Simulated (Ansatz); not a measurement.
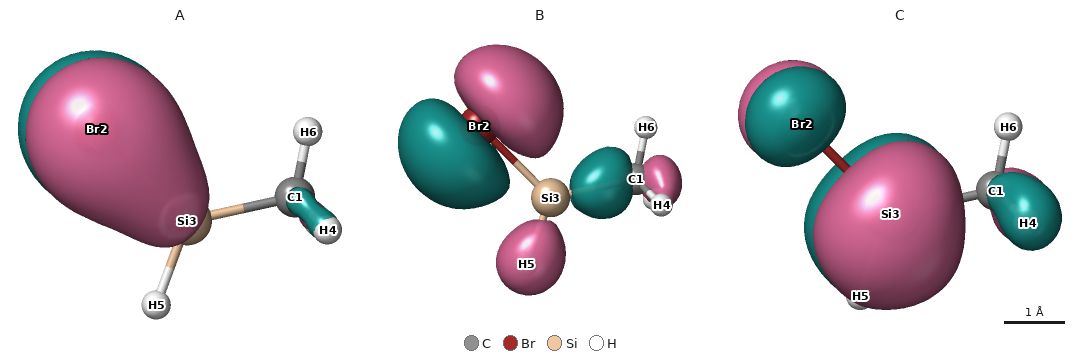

Figure 1: CH4BrSi (SMILES C[SiH+]Br) (charge +1). Three frontier orbitals at ±0.1 Å⁻³ᐟ² (teal and pink are the two phases), in no order.

Geometry: r2SCAN-D4/def2-SVP.

These are results of isolated molecule in a Gaussian basis; Kohn-Sham density functional theory, functional PBE0 (Ansatz 0.2.0), not measurements.

Input

```
basis:
  gaussian:
    orbitals: def2-TZVPD
crystal:
  periodic: [false, false, false]
  atoms:
    - {symbol: C, position_ang: [0.889120, -0.584915, -0.573637]}
    - {symbol: Br, position_ang: [-2.335744, -1.176472, 0.541344]}
    - {symbol: Si, position_ang: [-0.296780, -0.631317, 0.802346]}
    - {symbol: H, position_ang: [1.318093, 0.433798, -0.637290]}
    - {symbol: H, position_ang: [0.089082, -0.291586, 2.188230]}
    - {symbol: H, position_ang: [0.441112, -0.864673, -1.538075]}
    - {symbol: H, position_ang: [1.732016, -1.262887, -0.337539]}
output:
  forces: true
  orbitals: {seedname: orbitals}
hamiltonian:
  xc: pbe0
total_charge: 1
```

Launched as:

```sh
ansatz run input.yaml --threads 1 --pin off --max-ram 2610MiB --events-out events.jsonl --progress --plain --runs-dir runs
```

Question: Which picture is the HOMO−1, the HOMO and the LUMO?

Answer: A is the HOMO−1 (−15.04 eV). By Hirshfeld shares it lies mainly on Br2 (about 85 %) and Si3 (about 15 %); largely a lone pair of Br2. B is the HOMO (−14.42 eV). It lies mainly on Br2 (about 80 %), Si3 (about 10 %) and C1 (about 5 %); largely a lone pair of Br2. C is the LUMO (−8.49 eV). It lies mainly on Si3 (about 65 %), Br2 (about 20 %) and C1 (about 5 %).

Question: What is the HOMO–LUMO gap?

Answer: 5.93 eV between the orbital energies.
